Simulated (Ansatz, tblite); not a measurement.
# SiEtH3 (C2H8Si): one state, many levels

Aim: run the singlet of SiEtH3 (C2H8Si) at one geometry on many levels, and compare frontier levels, spin and run time.

Method: as each input shows; program: Ansatz 0.2.0, Gaussian basis.

The runs, in order: GFN1-xTB, GFN2-xTB, PBE-D4/def2-TZVP, r2SCAN-D4/def2-TZVP, BHLYP-D4/def2-TZVP, revPBE-D4/def2-TZVP, LDA/def2-TZVP, r2SCANh-D4/def2-TZVP, PBE-QIDH/def2-TZVP, ωB97X-V/def2-TZVP, r2SCAN0-D4/def2-TZVP, PBE-D4/def2-SVP, PBE0-D4/def2-SVP, HF/STO-3G, HF/6-31G, B3LYP-D4/6-31G, CCSD(T)/def2-TZVPP, MP2/def2-TZVP, RPA/def2-TZVP.

1 further run of the same task is left out (it didn't finish).

## 1. The structure

The singlet was relaxed beforehand with r2SCAN-D4/def2-TZVP.

11 atoms, charge 0, spin multiplicity 1.

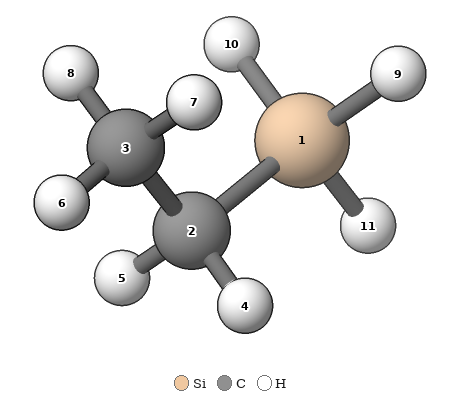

The geometry (silicon light orange, carbon grey, hydrogen white); atoms are numbered from 1 in the order of the file.

PBE0-D4/def2-TZVP was run before; its log isn't repeated, and its numbers join the tables.

## 2. GFN1-xTB

Tight binding, by tblite at 300 K electronic temperature and without a spin-polarisation term:

```python
tblite.interface.Calculator('GFN1-xTB', numbers, positions, charge=0, uhf=0).singlepoint()
```

Energy -282.8740 eV, HOMO -11.89 eV, LUMO -5.35 eV; 0.014 s.

## 3. GFN2-xTB

Tight binding, by tblite at 300 K electronic temperature and without a spin-polarisation term:

```python
tblite.interface.Calculator('GFN2-xTB', numbers, positions, charge=0, uhf=0).singlepoint()
```

Energy -274.2815 eV, HOMO -10.75 eV, LUMO -4.68 eV; 0.008 s.

## 4. PBE-D4/def2-TZVP

start.molden holds the orbitals of an earlier run on this state, given as this run's starting guess.

Contents of in.yaml:

```yaml
crystal:
  periodic: [false, false, false]
  atoms:
    - {symbol: Si, position_ang: [-0.310888, -0.427291, -1.370712]}
    - {symbol: C, position_ang: [-0.284417, -0.419253, 0.506466]}
    - {symbol: C, position_ang: [0.524862, 0.741128, 1.094372]}
    - {symbol: H, position_ang: [0.119992, -1.377800, 0.850447]}
    - {symbol: H, position_ang: [-1.319376, -0.382343, 0.864861]}
    - {symbol: H, position_ang: [0.514845, 0.725230, 2.187452]}
    - {symbol: H, position_ang: [1.569001, 0.698395, 0.773506]}
    - {symbol: H, position_ang: [0.125000, 1.707437, 0.775505]}
    - {symbol: H, position_ang: [1.078077, -0.469531, -1.904362]}
    - {symbol: H, position_ang: [-0.962660, 0.808831, -1.883417]}
    - {symbol: H, position_ang: [-1.054427, -1.604804, -1.894118]}
basis:
  gaussian: {orbitals: def2-TZVP, initial_orbitals: start.molden}
hamiltonian: {xc: pbe, dispersion: d4}
scf: {omitted_lower_state_checks: [starts]}
output: {forces: true, orbitals: {seedname: orbitals}}
```

Run with:

```bash
> ansatz run in.yaml --threads 4 --pin off --events-out ev --progress --plain --max-ram 3916MiB
```

Standard output, cut to the lines that bear on the results:

```text
Functional definition: PBE
  name "PBE"
  cite "Perdew, Burke & Ernzerhof, Phys. Rev. Lett. 77, 3865 (1996) doi:10.1103/PhysRevLett.77.3865"
  parent pbe
[...]
964 factors; their error is unknown
[...]
mean field -10075.64333857 eV, -370.2730631763 hartree, gradient 9.6e-6 eV, S^2 0.000000; 0 other end points of the search recorded, 0 dependent functions left out
[...]
reference -10075.64338217 eV, -370.2730647785 hartree; 17, 17 occupied and 130, 130 virtual orbitals, 964 factors
Total energy: -10075.82017587 eV, -370.2795618270 hartree
Atom 0 at    -0.310888    -0.427291    -1.370712 Å, force    -0.005170    -0.009152    -0.000709 eV/Å
Atom 1 at    -0.284417    -0.419253     0.506466 Å, force     0.074213     0.107413     0.031440 eV/Å
Atom 2 at     0.524862     0.741128     1.094372 Å, force    -0.079798    -0.110072    -0.059479 eV/Å
Atom 3 at     0.119992    -1.377800     0.850447 Å, force     0.076121    -0.195723     0.058071 eV/Å
Atom 4 at    -1.319376    -0.382343     0.864861 Å, force    -0.207122    -0.002474     0.061684 eV/Å
Atom 5 at     0.514845     0.725230     2.187452 Å, force    -0.000522    -0.000861     0.228608 eV/Å
Atom 6 at     1.569001     0.698395     0.773506 Å, force     0.222004     0.002868    -0.062473 eV/Å
Atom 7 at     0.125000     1.707437     0.775505 Å, force    -0.077669     0.208392    -0.061144 eV/Å
Atom 8 at     1.078077    -0.469531    -1.904362 Å, force     0.158266    -0.010008    -0.067398 eV/Å
Atom 9 at    -0.962660     0.808831    -1.883417 Å, force    -0.072411     0.142149    -0.063402 eV/Å
Atom 10 at    -1.054427    -1.604804    -1.894118 Å, force    -0.087912    -0.132532    -0.065198 eV/Å
Dipole moment:     0.001732    -0.001063     0.195260 e Å
Checks for a lower state left out: starts
```

Wall time 2.3 s (4 threads of Intel Xeon at 2.50GHz, shared host).

HOMO -7.25 eV, LUMO -0.08 eV.

## 5. r2SCAN-D4/def2-TZVP

in.yaml, as its differences from that of step 4:

```diff
@@ -16,4 +16,4 @@
   gaussian: {orbitals: def2-TZVP, initial_orbitals: start.molden}
-hamiltonian: {xc: pbe, dispersion: d4}
+hamiltonian: {xc: r2scan, dispersion: d4}
 scf: {omitted_lower_state_checks: [starts]}
-output: {forces: true, orbitals: {seedname: orbitals}}
+output: {orbitals: {seedname: orbitals}}
```

Launched as before.

Standard output:

```text
Functional definition: r2SCAN
  name "r2SCAN"
  cite "Furness, Kaplan, Ning, Perdew & Sun, J. Phys. Chem. Lett. 11, 8208 (2020) doi:10.1021/acs.jpclett.0c02405"
  cite "Furness, Kaplan, Ning, Perdew & Sun, J. Phys. Chem. Lett. 11, 9248 (2020) doi:10.1021/acs.jpclett.0c03077"
  parent r2scan
  parameter k0 = 0.174
  parameter k1 = 0.065
  parameter a1 = 4.9479
  exchange = r2scan_x(k0 = k0, k1 = k1, a1 = a1)
  correlation = r2scan_c
these checks for a lower state are left out or cut short: starts
964 factors; their error is unknown
mean field evaluation 1: about -10080.9605 eV, gradient 5.2e0 eV
mean field evaluation 2: about -10080.9858 eV, gradient 2.9e-2 eV
mean field evaluation 4: about -10080.9613 eV, gradient 1.9e-4 eV
mean field -10080.96125780 eV, -370.4684931032 hartree, gradient 1.1e-5 eV, S^2 0.000000; 0 other end points of the search recorded, 0 dependent functions left out
reference -10080.96127076 eV, -370.4684935794 hartree; 17, 17 occupied and 130, 130 virtual orbitals, 964 factors
Total energy: -10081.00470185 eV, -370.4700896428 hartree
Checks for a lower state left out: starts
```

It took 2.9 s on 4 threads of Intel Xeon at 2.50GHz, shared host.

From the report: HOMO -7.52 eV, LUMO 0.46 eV.

## 6. BHLYP-D4/def2-TZVP

in.yaml, as its differences from that of step 5:

```diff
@@ -16,3 +16,3 @@
   gaussian: {orbitals: def2-TZVP, initial_orbitals: start.molden}
-hamiltonian: {xc: r2scan, dispersion: d4}
+hamiltonian: {xc: {name: BHLYP}, dispersion: d4}
 scf: {omitted_lower_state_checks: [starts]}
```

The command is unchanged.

Standard output:

```text
Functional definition: BHLYP
  name "BHLYP"
  cite "Becke, J. Chem. Phys. 98, 1372 (1993) doi:10.1063/1.464304"
  cite "Becke, Phys. Rev. A 38, 3098 (1988) doi:10.1103/PhysRevA.38.3098"
  cite "Lee, Yang & Parr, Phys. Rev. B 37, 785 (1988) doi:10.1103/PhysRevB.37.785"
  parameter a = 0.5
  exchange = (1 - a)*b88_x + a*exact_x
  correlation = lyp_c
these checks for a lower state are left out or cut short: starts
1072 factors; their error is unknown
mean field evaluation 1: about -10081.6495 eV, gradient 7.1e0 eV
mean field evaluation 2: about -10081.7218 eV, gradient 8.4e-2 eV
mean field evaluation 4: about -10081.7928 eV, gradient 1.8e-4 eV
mean field -10081.79283973 eV, -370.4990531753 hartree, gradient 1.5e-5 eV, S^2 0.000000; 0 other end points of the search recorded, 0 dependent functions left out
reference -10081.79302411 eV, -370.4990599513 hartree; 17, 17 occupied and 130, 130 virtual orbitals, 1072 factors
Total energy: -10081.99711485 eV, -370.5065601476 hartree
Checks for a lower state left out: starts
```

Wall time 2.2 s (4 threads of Intel Xeon at 2.50GHz, shared host).

Report: HOMO -9.76 eV, LUMO 1.39 eV.

## 7. revPBE-D4/def2-TZVP

in.yaml, as its differences from that of step 6:

```diff
@@ -16,3 +16,3 @@
   gaussian: {orbitals: def2-TZVP, initial_orbitals: start.molden}
-hamiltonian: {xc: {name: BHLYP}, dispersion: d4}
+hamiltonian: {xc: {name: revPBE}, dispersion: d4}
 scf: {omitted_lower_state_checks: [starts]}
```

Launched as before.

Standard output:

```text
Functional definition: revPBE
  name "revPBE"
  cite "Zhang & Yang, Phys. Rev. Lett. 80, 890 (1998) doi:10.1103/PhysRevLett.80.890"
  cite "Perdew, Burke & Ernzerhof, Phys. Rev. Lett. 77, 3865 (1996) doi:10.1103/PhysRevLett.77.3865"
  parameter kappa = 1.245
  parameter beta = 0.06672455060314922
  exchange = pbe_x(kappa = kappa, mu = beta*pi^2/3)
  correlation = pbe_c(beta = beta)
these checks for a lower state are left out or cut short: starts
964 factors; their error is unknown
mean field evaluation 1: about -10080.7925 eV, gradient 7.9e0 eV
mean field evaluation 2: about -10080.8434 eV, gradient 5.6e-2 eV
mean field evaluation 4: about -10080.8172 eV, gradient 2.0e-4 eV
mean field -10080.81724577 eV, -370.4632007588 hartree, gradient 1.9e-5 eV, S^2 0.000000; 0 other end points of the search recorded, 0 dependent functions left out
reference -10080.81730055 eV, -370.4632027720 hartree; 17, 17 occupied and 130, 130 virtual orbitals, 964 factors
Total energy: -10081.40591666 eV, -370.4848340150 hartree
Checks for a lower state left out: starts
```

Run time: 2.2 s. Hardware: 4 threads of Intel Xeon at 2.50GHz, shared host.

HOMO -7.22 eV, LUMO 0.01 eV.

## 8. LDA/def2-TZVP

in.yaml, as its differences from that of step 7:

```diff
@@ -16,3 +16,3 @@
   gaussian: {orbitals: def2-TZVP, initial_orbitals: start.molden}
-hamiltonian: {xc: {name: revPBE}, dispersion: d4}
+hamiltonian: {xc: lda}
 scf: {omitted_lower_state_checks: [starts]}
```

Same command.

Standard output:

```text
Functional definition: SPW92
  name "SPW92"
  cite "Dirac, Proc. Camb. Phil. Soc. 26, 376 (1930) doi:10.1017/S0305004100016108"
  cite "Slater, Phys. Rev. 81, 385 (1951) doi:10.1103/PhysRev.81.385"
  cite "Perdew & Wang, Phys. Rev. B 45, 13244 (1992) doi:10.1103/PhysRevB.45.13244"
  exchange = slater_x
  correlation = pw_c
these checks for a lower state are left out or cut short: starts
964 factors; their error is unknown
mean field evaluation 1: about -10029.4579 eV, gradient 2.7e1 eV
mean field evaluation 2: about -10029.7726 eV, gradient 4.4e-1 eV
mean field evaluation 4: about -10029.7483 eV, gradient 3.8e-1 eV
mean field evaluation 8: about -10029.7485 eV, gradient 1.2e-5 eV
mean field -10029.74853618 eV, -368.5864602968 hartree, gradient 1.2e-5 eV, S^2 0.000000; 0 other end points of the search recorded, 0 dependent functions left out
reference -10029.74857648 eV, -368.5864617777 hartree; 17, 17 occupied and 130, 130 virtual orbitals, 964 factors
Total energy: -10029.74857648 eV, -368.5864617777 hartree
Checks for a lower state left out: starts
```

Wall time 1.8 s (4 threads of Intel Xeon at 2.50GHz, shared host).

HOMO -7.32 eV, LUMO -0.29 eV.

## 9. r2SCANh-D4/def2-TZVP

in.yaml, as its differences from that of step 8:

```diff
@@ -16,3 +16,3 @@
   gaussian: {orbitals: def2-TZVP, initial_orbitals: start.molden}
-hamiltonian: {xc: lda}
+hamiltonian: {xc: {name: r2SCANh}, dispersion: d4}
 scf: {omitted_lower_state_checks: [starts]}
```

Same command.

Standard output, cut to the lines that bear on the results:

```text
Functional definition: r2SCANh
  name "r2SCANh"
  cite "Bursch, Neugebauer, Ehlert & Grimme, J. Chem. Phys. 156, 134105 (2022) doi:10.1063/5.0086040"
  cite "Furness, Kaplan, Ning, Perdew & Sun, J. Phys. Chem. Lett. 11, 8208 (2020) doi:10.1021/acs.jpclett.0c02405"
  cite "Furness, Kaplan, Ning, Perdew & Sun, J. Phys. Chem. Lett. 11, 9248 (2020) doi:10.1021/acs.jpclett.0c03077"
  parent r2scan
[...]
964 factors; their error is unknown
[...]
mean field -10080.87459985 eV, -370.4653084823 hartree, gradient 2.5e-5 eV, S^2 0.000000; 0 other end points of the search recorded, 0 dependent functions left out
reference -10080.87461175 eV, -370.4653089197 hartree; 17, 17 occupied and 130, 130 virtual orbitals, 964 factors
Total energy: -10080.92018932 eV, -370.4669838645 hartree
Checks for a lower state left out: starts
```

Wall time 3.7 s (4 threads of Intel Xeon at 2.50GHz, shared host).

From the report: HOMO -7.99 eV, LUMO 0.71 eV.

## 10. PBE-QIDH/def2-TZVP

in.yaml, as its differences from that of step 9:

```diff
@@ -16,4 +16,3 @@
   gaussian: {orbitals: def2-TZVP, initial_orbitals: start.molden}
-hamiltonian: {xc: {name: r2SCANh}, dispersion: d4}
+hamiltonian: {xc: {name: PBE-QIDH}}
 scf: {omitted_lower_state_checks: [starts]}
-output: {orbitals: {seedname: orbitals}}
```

Launched as before.

Standard output, cut to the lines that bear on the results:

```text
Functional definition: PBE-QIDH
  name "PBE-QIDH"
  cite "Brémond, Sancho-García, Pérez-Jiménez & Adamo, J. Chem. Phys. 141, 031101 (2014) doi:10.1063/1.4890314"
  cite "Perdew, Burke & Ernzerhof, Phys. Rev. Lett. 77, 3865 (1996) doi:10.1103/PhysRevLett.77.3865"
[...]
1008 factors; integrals over basis functions are off by at most 1.3e-3 eV
[...]
mean field -10069.46032890 eV, -370.0458417619 hartree, gradient 7.5e-7 eV, S^2 0.000000; 0 other end points of the search recorded, 0 dependent functions left out
7 core orbitals not correlated: weight in the atoms' cores, before any rotation towards them, 1.000 or more for the frozen orbitals, at most 0.000 for the correlated occupied ones
reference -10069.46034185 eV, -370.0458422376 hartree; 10, 10 occupied and 130, 130 virtual orbitals, 1008 factors
second order -14.41787165 eV of doubles, -0.00000000 eV of singles
Total energy: -10074.26629907 eV, -370.2224579077 hartree
Checks for a lower state left out: starts
```

It took 4.3 s on 4 threads of Intel Xeon at 2.50GHz, shared host.

## 11. ωB97X-V/def2-TZVP

in.yaml, as its differences from that of step 10:

```diff
@@ -16,3 +16,4 @@
   gaussian: {orbitals: def2-TZVP, initial_orbitals: start.molden}
-hamiltonian: {xc: {name: PBE-QIDH}}
+hamiltonian: {xc: {name: wB97X-V}}
 scf: {omitted_lower_state_checks: [starts]}
+output: {orbitals: {seedname: orbitals}}
```

Launched as before.

Standard output, cut to the lines that bear on the results:

```text
Functional definition: wB97X-V
  name "wB97X-V"
  cite "Mardirossian & Head-Gordon, Phys. Chem. Chem. Phys. 16, 9904 (2014) doi:10.1039/C3CP54374A"
  cite "Becke, J. Chem. Phys. 107, 8554 (1997) doi:10.1063/1.475007"
  cite "Vydrov & Van Voorhis, J. Chem. Phys. 133, 244103 (2010) doi:10.1063/1.3521275"
[...]
      + integral(e_c_pw_opposite_spin*poly(b97_u_opposite, cos0, cos1)) + vv10(b, c)
[...]
964 factors; their error is unknown
298 factors; integrals over basis functions are off by at most 1.5e-5 eV
[...]
mean field -10081.38475527 eV, -370.4840563480 hartree, gradient 1.5e-5 eV, S^2 0.000000; 0 other end points of the search recorded, 0 dependent functions left out
reference -10081.38475312 eV, -370.4840562693 hartree; 17, 17 occupied and 130, 130 virtual orbitals, 964 factors
Total energy: -10081.38475312 eV, -370.4840562693 hartree
Checks for a lower state left out: starts
```

Run time: 6.5 s. Hardware: 4 threads of Intel Xeon at 2.50GHz, shared host.

From the report: HOMO -10.93 eV, LUMO 2.58 eV.

## 12. r2SCAN0-D4/def2-TZVP

in.yaml, as its differences from that of step 11:

```diff
@@ -16,3 +16,3 @@
   gaussian: {orbitals: def2-TZVP, initial_orbitals: start.molden}
-hamiltonian: {xc: {name: wB97X-V}}
+hamiltonian: {xc: {name: r2SCAN0}, dispersion: d4}
 scf: {omitted_lower_state_checks: [starts]}
```

The command is unchanged.

Standard output, cut to the lines that bear on the results:

```text
Functional definition: r2SCAN0
  name "r2SCAN0"
  cite "Bursch, Neugebauer, Ehlert & Grimme, J. Chem. Phys. 156, 134105 (2022) doi:10.1063/5.0086040"
  cite "Furness, Kaplan, Ning, Perdew & Sun, J. Phys. Chem. Lett. 11, 8208 (2020) doi:10.1021/acs.jpclett.0c02405"
  cite "Furness, Kaplan, Ning, Perdew & Sun, J. Phys. Chem. Lett. 11, 9248 (2020) doi:10.1021/acs.jpclett.0c03077"
  parent r2scan
[...]
980 factors; their error is unknown
[...]
mean field -10080.76187274 eV, -370.4611658375 hartree, gradient 1.7e-5 eV, S^2 0.000000; 0 other end points of the search recorded, 0 dependent functions left out
reference -10080.76188306 eV, -370.4611662168 hartree; 17, 17 occupied and 130, 130 virtual orbitals, 980 factors
Total energy: -10080.81207831 eV, -370.4630108581 hartree
Checks for a lower state left out: starts
```

Wall time 3.4 s (4 threads of Intel Xeon at 2.50GHz, shared host).

HOMO -8.71 eV, LUMO 1.06 eV.

## 13. PBE-D4/def2-SVP

in.yaml, as its differences from that of step 12:

```diff
@@ -15,4 +15,4 @@
 basis:
-  gaussian: {orbitals: def2-TZVP, initial_orbitals: start.molden}
-hamiltonian: {xc: {name: r2SCAN0}, dispersion: d4}
+  gaussian: {orbitals: def2-SVP, initial_orbitals: start.molden}
+hamiltonian: {xc: pbe, dispersion: d4}
 scf: {omitted_lower_state_checks: [starts]}
```

Launched as before.

Standard output:

```text
Functional definition: PBE
  name "PBE"
  cite "Perdew, Burke & Ernzerhof, Phys. Rev. Lett. 77, 3865 (1996) doi:10.1103/PhysRevLett.77.3865"
  parent pbe
  parameter kappa = 0.804
  parameter beta = 0.06672455060314922
  exchange = pbe_x(kappa = kappa, mu = beta*pi^2/3)
  correlation = pbe_c(beta = beta)
these checks for a lower state are left out or cut short: starts
976 factors; their error is unknown
mean field evaluation 1: about -10070.3772 eV, gradient 6.2e0 eV
mean field evaluation 2: about -10070.4881 eV, gradient 8.8e-2 eV
mean field evaluation 4: about -10070.4312 eV, gradient 1.4e-4 eV
mean field -10070.43119514 eV, -370.0815204380 hartree, gradient 1.2e-5 eV, S^2 0.000000; 0 other end points of the search recorded, 0 dependent functions left out
reference -10070.43122937 eV, -370.0815216958 hartree; 17, 17 occupied and 69, 69 virtual orbitals, 976 factors
Total energy: -10070.60802306 eV, -370.0880187443 hartree
Checks for a lower state left out: starts
```

It took 1.2 s on 4 threads of Intel Xeon at 2.50GHz, shared host.

From the report: HOMO -7.22 eV, LUMO 0.40 eV.

## 14. PBE0-D4/def2-SVP

in.yaml, as its differences from that of step 13:

```diff
@@ -16,3 +16,3 @@
   gaussian: {orbitals: def2-SVP, initial_orbitals: start.molden}
-hamiltonian: {xc: pbe, dispersion: d4}
+hamiltonian: {xc: pbe0, dispersion: d4}
 scf: {omitted_lower_state_checks: [starts]}
```

Launched as before.

Standard output:

```text
Functional definition: PBE0
  name "PBE0"
  cite "Adamo & Barone, J. Chem. Phys. 110, 6158 (1999) doi:10.1063/1.478522"
  cite "Perdew, Burke & Ernzerhof, Phys. Rev. Lett. 77, 3865 (1996) doi:10.1103/PhysRevLett.77.3865"
  parent pbe
  parameter a = 0.25
  parameter kappa = 0.804
  parameter beta = 0.06672455060314922
  exchange = (1 - a)*pbe_x(kappa = kappa, mu = beta*pi^2/3) + a*exact_x
  correlation = pbe_c(beta = beta)
these checks for a lower state are left out or cut short: starts
976 factors; their error is unknown
mean field evaluation 1: about -10071.8432 eV, gradient 4.4e0 eV
mean field evaluation 2: about -10071.8983 eV, gradient 4.0e-2 eV
mean field evaluation 4: about -10071.9380 eV, gradient 7.8e-5 eV
mean field -10071.93800440 eV, -370.1368946569 hartree, gradient 7.7e-5 eV, S^2 0.000000; 0 other end points of the search recorded, 0 dependent functions left out
reference -10071.93803109 eV, -370.1368956377 hartree; 17, 17 occupied and 69, 69 virtual orbitals, 976 factors
Total energy: -10072.08574038 eV, -370.1423238540 hartree
Checks for a lower state left out: starts
```

Wall time 1.2 s (4 threads of Intel Xeon at 2.50GHz, shared host).

HOMO -8.54 eV, LUMO 1.23 eV.

## 15. HF/STO-3G

in.yaml, as its differences from that of step 14:

```diff
@@ -15,4 +15,4 @@
 basis:
-  gaussian: {orbitals: def2-SVP, initial_orbitals: start.molden}
-hamiltonian: {xc: pbe0, dispersion: d4}
+  gaussian: {orbitals: STO-3G}
+hamiltonian: {xc: hf}
 scf: {omitted_lower_state_checks: [starts]}
```

Same command.

Standard output:

```text
Functional definition: HF
  name "HF"
  cite "Fock, Z. Phys. 61, 126 (1930) doi:10.1007/BF01340294"
  parent pbe
  exchange = exact_x
  correlation = 0
these checks for a lower state are left out or cut short: starts
344 factors; integrals over basis functions are off by at most 4.5e-5 eV
mean field evaluation 1: about -9933.7074 eV, gradient 1.1e1 eV
mean field evaluation 2: about -9933.8351 eV, gradient 1.1e1 eV
mean field evaluation 4: about -9934.3606 eV, gradient 4.1e-1 eV
mean field evaluation 8: about -9934.3611 eV, gradient 6.0e-6 eV
mean field -9934.36106019 eV, -365.0810352102 hartree, gradient 1.6e-5 eV, S^2 0.000000; 0 other end points of the search recorded, 0 dependent functions left out
reference -9934.36106019 eV, -365.0810352102 hartree; 17, 17 occupied and 10, 10 virtual orbitals, 344 factors
Total energy: -9934.36106019 eV, -365.0810352102 hartree
Checks for a lower state left out: starts
```

It took 0.3 s on 4 threads of Intel Xeon at 2.50GHz, shared host.

Report: HOMO -10.04 eV, LUMO 13.82 eV.

## 16. HF/6-31G

in.yaml, as its differences from that of step 15:

```diff
@@ -15,3 +15,3 @@
 basis:
-  gaussian: {orbitals: STO-3G}
+  gaussian: {orbitals: 6-31G}
 hamiltonian: {xc: hf}
```

Launched as before.

Standard output:

```text
Functional definition: HF
  name "HF"
  cite "Fock, Z. Phys. 61, 126 (1930) doi:10.1007/BF01340294"
  parent pbe
  exchange = exact_x
  correlation = 0
these checks for a lower state are left out or cut short: starts
650 factors; integrals over basis functions are off by at most 1.9e-4 eV
mean field evaluation 1: about -10045.7671 eV, gradient 2.0e1 eV
mean field evaluation 2: about -10045.7659 eV, gradient 2.0e1 eV
mean field evaluation 4: about -10047.0385 eV, gradient 2.1e0 eV
mean field evaluation 8: about -10047.0519 eV, gradient 8.1e-5 eV
mean field -10047.05189542 eV, -369.2223470202 hartree, gradient 9.1e-6 eV, S^2 0.000000; 0 other end points of the search recorded, 0 dependent functions left out
reference -10047.05189542 eV, -369.2223470202 hartree; 17, 17 occupied and 30, 30 virtual orbitals, 650 factors
Total energy: -10047.05189542 eV, -369.2223470202 hartree
Checks for a lower state left out: starts
```

Wall time 0.51 s (4 threads of Intel Xeon at 2.50GHz, shared host).

From the report: HOMO -11.56 eV, LUMO 4.34 eV.

(Part 1 of 2 ends here.)
